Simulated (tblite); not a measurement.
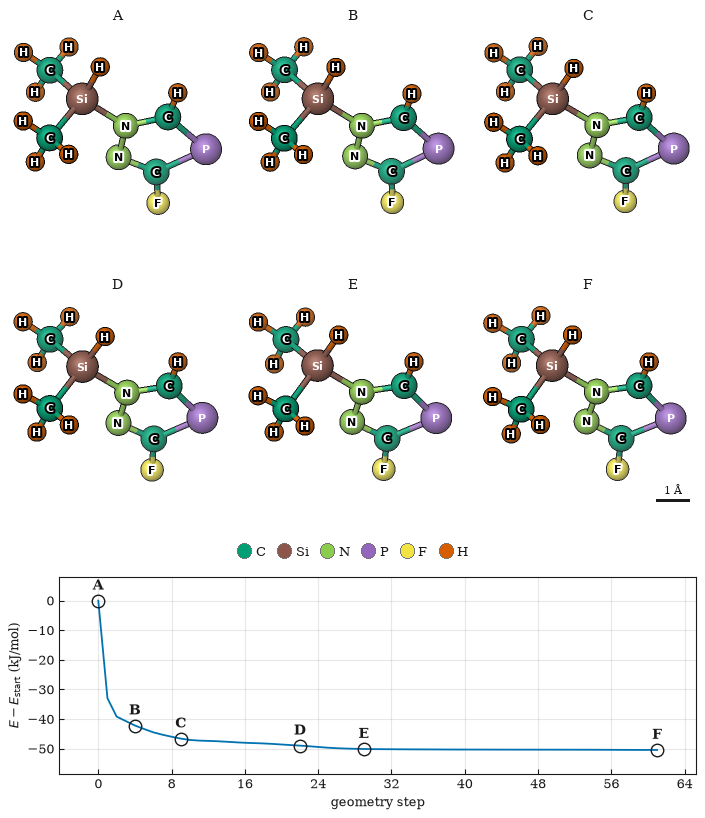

Frames of a relaxation of C4H8FN2PSi, marked on the history of the run. A ball-and-stick model, seen from a free direction.

Level of theory: GFN2-xTB geometry optimisation, gas phase (tblite 0.8.0). 

What happens along the run?

After 61 geometry steps the energy has fallen by 50.4 kJ/mol. The atom that moves furthest after the best rigid fit is the F atom (0.35 Å). Largest moves by element: F 0.35 Å, H 0.22 Å, N 0.21 Å, C 0.19 Å, P 0.17 Å, Si 0.11 Å. Some distances before and after: C–P 1.834 → 1.719 Å, C–P 1.838 → 1.771 Å, C–Si 1.843 → 1.894 Å, C–N 1.338 → 1.301 Å. Among the angles between lasting bonds that change: Si–N–C 122.8° → 130.3°, C–Si–H 107.5° → 113.5°, Si–N–N 120.8° → 114.8°. From step 0 to 4: the P atom moves most (0.08 Å), energy −42.2 kJ/mol. From step 4 to 9: an H atom moves most (0.10 Å), energy −4.42 kJ/mol. From step 9 to 22: the F atom moves most (0.11 Å), energy −2.37 kJ/mol. From step 22 to 29: the F atom moves most (0.11 Å), energy −1.14 kJ/mol. From step 29 to 61: H atoms move most (0.09 Å), energy −0.32 kJ/mol.
